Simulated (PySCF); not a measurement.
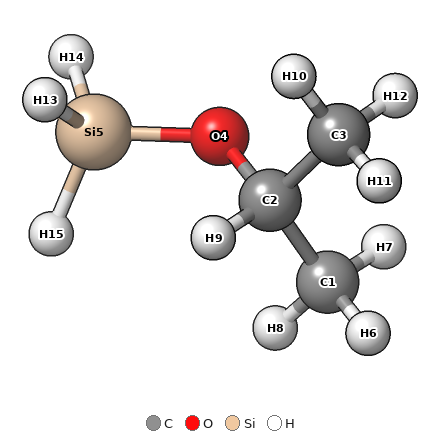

C₃H₁₀OSi, SMILES CC(C)O[SiH3]. Vertical core-electron binding energies by ΔSCF (SCAN, pcX-2 on the ionised atom, pcseg-1 elsewhere, spin-free X2C; PySCF 2.14.0, at a PBE0-D3(BJ)/def2-SVP geometry (no frequency check)), gas phase, against the vacuum level. One atom of each kind was ionised; within a panel, areas follow the number of like atoms, Gaussians of 1.0 eV full width. Only the regions named are shown.

Q: Predict the C 1s photoelectron lines.

A:
```tsv
level	atoms	binding energy (eV)
C 1s	C2	292.3
C 1s	C1, C3	290.6
```

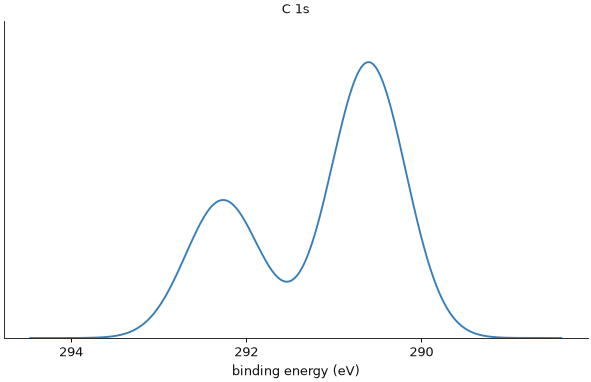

Note: one conformer of a flexible molecule.
